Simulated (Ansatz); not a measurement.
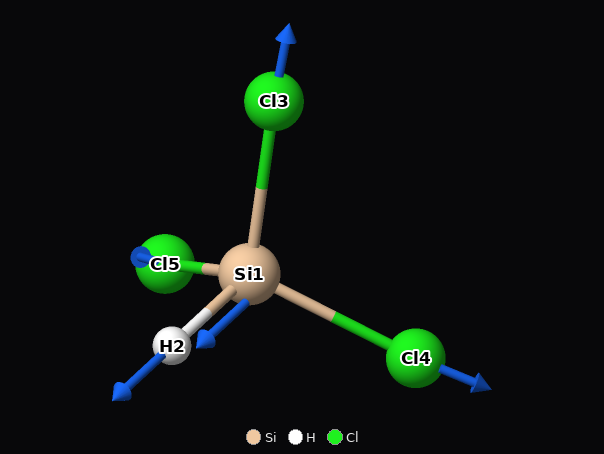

The arrows show one normal mode. Harmonic vibrations computed with RKS PBE0-D4/def2-TZVP (Ansatz 0.2.0) at a stationary point of the same level.

Estimate its harmonic wavenumber.

496 cm⁻¹; it is mode 4 of 9 counted from the lowest.
